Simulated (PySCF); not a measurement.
# C$_{4}$H$_{9}$O$_{2}$PSi (SMILES CC(=O)/C=C/O[SiH2]P): what the fields show

```xyz
17

C    -3.3608    0.1013    0.2053
C    -2.2717    0.0955   -0.8406
O    -2.5052    0.0320   -2.0276
C    -0.9110    0.1728   -0.2954
C     0.1495    0.1646   -1.1070
O     1.4241    0.2209   -0.7487
Si    2.1455    0.3429    0.7169
P     4.2673    0.1869    0.0658
H    -4.3348    0.0234   -0.2694
H    -3.3080    1.0233    0.7808
H    -3.2181   -0.7343    0.8874
H    -0.7873    0.2317    0.7748
H     0.0057    0.1044   -2.1816
H     1.7179    1.5835    1.3744
H     1.7801   -0.7833    1.5802
H     4.4183    1.5244   -0.2619
H     4.7814    0.3716    1.3367
```

Geometry: GFN2-xTB.

Level of theory: PySCF 2.14.0, PBE0/pcSseg-1, SCF density, gas phase, non-relativistic.

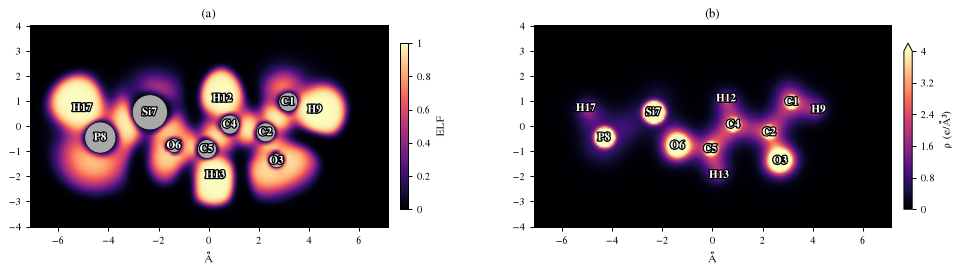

Figure 1. (a) electron localisation function; (b) total electron density on the plane of atoms O6, C5 and H13. Grey discs cover the atomic cores in the ELF map.

What do the fields say about this system?

The plane passes through C, O, Si, P and H nuclei.
C–O (1.21 Å): ρ at the midpoint is about 3.3 e/Å³; the ELF peaks at about 0.85 between the atoms (a short, multiple covalent bond).
C–C (1.34 Å): ρ at the midpoint is about 2.3 e/Å³; the ELF peaks at about 0.95 between the atoms; a short, multiple covalent bond.
Si–O (1.64 Å): ρ at the midpoint is about 1.1 e/Å³; the ELF peaks at about 0.85 between the atoms, as expected for a polar covalent bond.
Si–P (2.22 Å): ρ is about 0.79 e/Å³ halfway; the ELF peaks at about 0.95 between the atoms: a covalent bond.
C–H (1.08 Å): the density is about 2 e/Å³ at the midpoint; the ELF climbs to about 1 towards the hydrogen, as it does in any bond to H: a covalent bond by its length.
The ELF also peaks beside O3 and O6, away from the bonds: lone-pair regions.

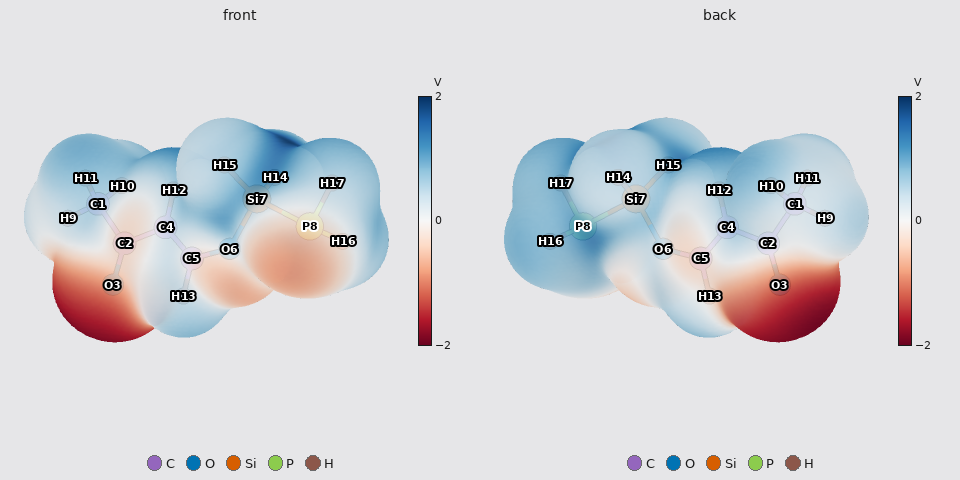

Figure 2. The electrostatic potential painted on the density surface at 0.002 e/bohr³, seen from the front and from behind; the colour scale runs from red (negative) to blue (positive).

Where is the surface potential most negative and most positive?

The most negative region (about −1.9 V, or −44 kcal/mol for a unit charge) lies over O3, the most positive (about +1.8 V, or +42 kcal/mol for a unit charge) over Si7. O3 is the likeliest acceptor of a hydrogen bond.
